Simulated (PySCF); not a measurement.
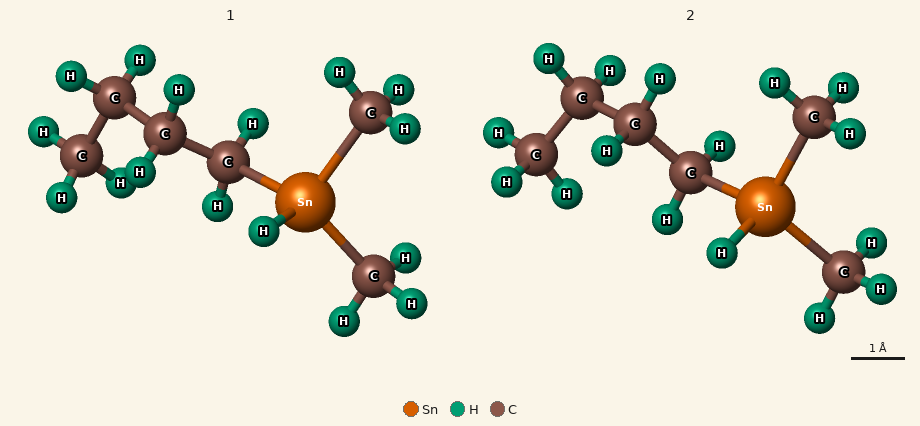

Two geometries of C$_{6}$H$_{16}$Sn, drawn at one scale. One is the start of a relaxation, the other its converged end. Style: ball-and-stick. Shown at a tilt.

All numbers below come from PBE0-D3(BJ)/def2-SVP geometry optimisation, gas phase in PySCF. 

Which of the two is the end point?

Structure 2 is the relaxed one. The start comes from GFN2-xTB. Its atoms were then displaced at random by about 0.03 Å. An H atom moves most after the best rigid fit: 0.59 Å. Largest moves by element: H 0.59 Å, C 0.36 Å, Sn 0.09 Å. Among the contacts that change: C–Sn 2.262 → 2.156 Å, C–H 1.182 → 1.099 Å, C–H 1.029 → 1.099 Å, C–Sn 2.087 → 2.156 Å. Bond angles that change, for instance: H–C–H 100.4° → 108.6°, Sn–C–H 116.8° → 110.3°, C–C–C 108.2° → 114.5°. Groups turn about C–Sn by about 25°. After 14 geometry steps the energy has fallen by 23.3 kcal/mol.
